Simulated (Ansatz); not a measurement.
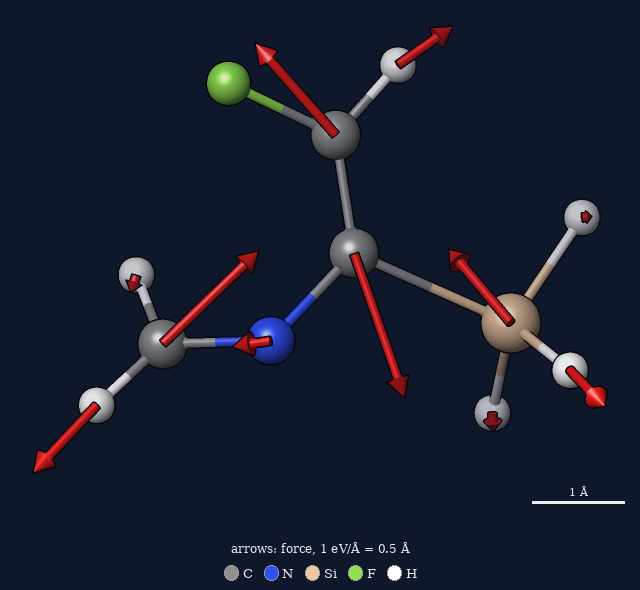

Starting geometry of C$_{3}$H$_{6}$FNSi (coarse preliminary run) with the computed forces as red arrows. A ball-and-stick model, seen at a tilt.

The start comes from a force field.

All numbers below come from RKS PBE-D4/def2-SVP in Ansatz 0.2.0. (force threshold 0.03 eV/Å; at most 200 steps)

### Is this structure relaxed? If not, where do the atoms go?

It isn't relaxed: the largest force vector, on a C atom, is 3.39 eV/Å. The final displacements follow the starting forces only in part (cosine between the two patterns 0.33). The energy falls by 32.4 kJ/mol in 5 accepted moves (7 points after the start). Largest force component: 2.9 eV/Å at the start, 0.016 eV/Å at the end. The line search rejected the trial steps at points 3, 5 of the run. The largest move after the best rigid fit is that of an H atom, 0.19 Å. By element the largest moves are H 0.19 Å, Si 0.07 Å, F 0.06 Å, N 0.05 Å, C 0.05 Å. Some distances before and after: H–Si 1.412 → 1.503 Å, C–H 1.049 → 1.107 Å, C–C 1.308 → 1.358 Å, C–Si 1.927 → 1.889 Å. Among the angles between lasting bonds that change: H–Si–H 114.2° → 108.7°, C–Si–H 103.7° → 108.4°, C–C–H 128.3° → 124.1°.
